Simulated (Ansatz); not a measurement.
**Run report: TaNH₃Cl₅, frequency calculation**

- system: TaNH₃Cl₅
- method: RKS PBE/def2-SVP (Ansatz 0.2.0)

It belongs to a series of runs on one base structure; here: vibrations at the highest image of the band. Figures and captions count atoms from 1; the log counts them from 0 in places.

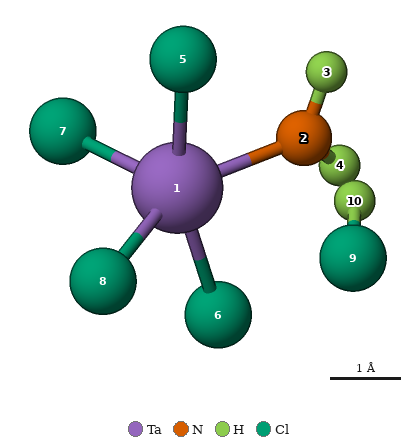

*The structure (ball-and-stick view, seen at a tilt; atoms are numbered from 1 in the order of the input). Sticks mark near contacts.*

Bond lengths as drawn: Cl–H 1.36 Å, Cl–Ta 2.29 to 2.34 Å, H–N 1.03 Å and N–Ta 2.05 Å.

**The input**
```yaml
crystal:
  periodic: [false, false, false]
  atoms:
    - { symbol: Ta, position_ang: [0.048824, -0.001773, 0.091331] }
    - { symbol: "N", position_ang: [2.091427, 0.11755, 0.203311] }
    - { symbol: H, position_ang: [2.579178, 0.474057, 1.033464] }
    - { symbol: H, position_ang: [2.691159, 0.155123, -0.629154] }
    - { symbol: Cl, position_ang: [0.193952, 0.272234, 2.41343] }
    - { symbol: Cl, position_ang: [0.494763, -0.596543, -2.130311] }
    - { symbol: Cl, position_ang: [-0.819899, 2.063188, -0.360704] }
    - { symbol: Cl, position_ang: [-1.765101, -1.45141, 0.247713] }
    - { symbol: Cl, position_ang: [1.542001, -2.82424, 0.733802] }
    - { symbol: H, position_ang: [2.112498, -1.608586, 0.536616] }
basis:
  gaussian: { orbitals: def2-SVP }
hamiltonian:
  xc: pbe
phonons: {}
```

Launch command:
```bash
ansatz run input.yaml --threads 4 --pin off --max-ram 5120MiB --backend cpu --events-out ev --progress --plain --runs-dir out
```

**The program's output**
```
Engine: ansatz 0.2.0, aarch64-unknown-linux-gnu
Functional definition: PBE
  parameter kappa = 0.804
  parameter beta = 0.06672455060314922
  exchange = pbe_x(kappa = kappa, mu = beta*pi^2/3)
  correlation = pbe_c(beta = beta)
1625 factors; their error is unknown
mean field evaluation 1: about -65655.9221 eV, gradient 6.5e1 eV
mean field evaluation 2: about -65550.7083 eV, gradient 1.8e2 eV
mean field evaluation 4: about -65660.0048 eV, gradient 4.4e1 eV
mean field evaluation 8: about -65664.7426 eV, gradient 3.0e-1 eV
mean field evaluation 16: about -65664.6509 eV, gradient 1.8e-3 eV
mean field -65664.65089757 eV, -2413.1314113866 hartree, gradient 3.4e-5 eV, S^2 0.000000; 0 other end points of the search recorded, 0 dependent functions left out
the calculation of the forces begins
reference -65664.65096204 eV, -2413.1314137560 hartree; 54, 54 occupied and 97, 97 virtual orbitals, 1625 factors
these checks for a lower state are left out or cut short: stability, starts, cluster_reference, orbital_swaps, neighbouring_geometries, increment
1625 factors; their error is unknown
mean field -65664.65075694 eV, -2413.1314062185 hartree, gradient 1.3e-6 eV, S^2 0.000000; 0 other end points of the search recorded, 0 dependent functions left out
[... from here on the field's lines of each further geometry are left out, up to the last ...]
the calculation of the forces begins
reference -65664.65094887 eV, -2413.1314132718 hartree; 54, 54 occupied and 97, 97 virtual orbitals, 1625 factors
these checks for a lower state are left out or cut short: stability, starts, cluster_reference, orbital_swaps, neighbouring_geometries, increment
1625 factors; their error is unknown
mean field evaluation 416: about -65664.6509 eV, gradient 5.8e-5 eV
mean field -65664.65089898 eV, -2413.1314114387 hartree, gradient 2.4e-6 eV, S^2 0.000000; 0 other end points of the search recorded, 0 dependent functions left out
the calculation of the forces begins
reference -65664.65096346 eV, -2413.1314138081 hartree; 54, 54 occupied and 97, 97 virtual orbitals, 1625 factors
WARN: phonons: modes at or below zero, which the zero-point energy, F, S and C_V leave out: 1, the lowest at -67.21 cm⁻¹. A minimum has none, and a first-order saddle one
Total energy: -65664.65096204 eV, -2413.1314137560 hartree
Atom 0 at     0.048824    -0.001773     0.091331 Å, force    -0.015989     0.023330    -0.006882 eV/Å
Atom 1 at     2.091427     0.117550     0.203311 Å, force     0.013398     0.008964     0.003592 eV/Å
Atom 2 at     2.579178     0.474057     1.033464 Å, force    -0.005026    -0.001121     0.002732 eV/Å
Atom 3 at     2.691159     0.155123    -0.629154 Å, force    -0.007742    -0.002219    -0.004913 eV/Å
Atom 4 at     0.193952     0.272234     2.413430 Å, force     0.000244    -0.006828     0.000444 eV/Å
Atom 5 at     0.494763    -0.596543    -2.130311 Å, force     0.000301    -0.007359     0.002032 eV/Å
Atom 6 at    -0.819899     2.063188    -0.360704 Å, force     0.010156    -0.012251     0.002632 eV/Å
Atom 7 at    -1.765101    -1.451410     0.247713 Å, force    -0.000413     0.000671     0.000272 eV/Å
Atom 8 at     1.542001    -2.824240     0.733802 Å, force    -0.009725    -0.026188     0.003016 eV/Å
Atom 9 at     2.112498    -1.608586     0.536616 Å, force     0.014796     0.023001    -0.002926 eV/Å
Dipole moment:     0.521625     0.405200    -0.043078 e Å
Vibrations: -67.21 61.06 64.50 93.67 112.86 130.19 140.31 141.44 183.05 256.44 341.28 364.11 374.79 395.54 438.06 524.33 585.44 677.35 698.46 778.46 1443.60 2121.44 3439.78 3550.16 cm⁻¹, zero-point energy 1.048677 eV
```

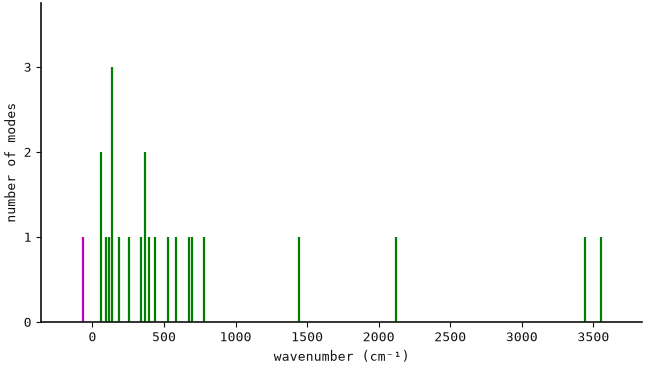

*Harmonic vibrational wavenumbers from the force constants; neighbouring modes closer than 16 cm⁻¹ are counted in one stick, and imaginary ones are drawn at negative wavenumbers.*

24 modes from 67i to 3550 cm⁻¹, 1 imaginary beyond 8i (67i cm⁻¹): not a clean minimum; so soft a mode can be a shallow saddle, an incomplete relaxation or noise of the force constants.

**Key numbers**

| quantity | value |
| --- | --- |
| outcome | converged |
| total energy | −65664.6510 eV |
| mean-field energy | −65664.6510 eV |
| largest force (length of the vector) | 0.029 eV/Å |
| hardware | 4 threads of Arm Neoverse V2, 24 GiB of memory available, shared host |
| wall time | 89 s (CPU time 5.6 min) |
| peak memory | 0.25 GiB |
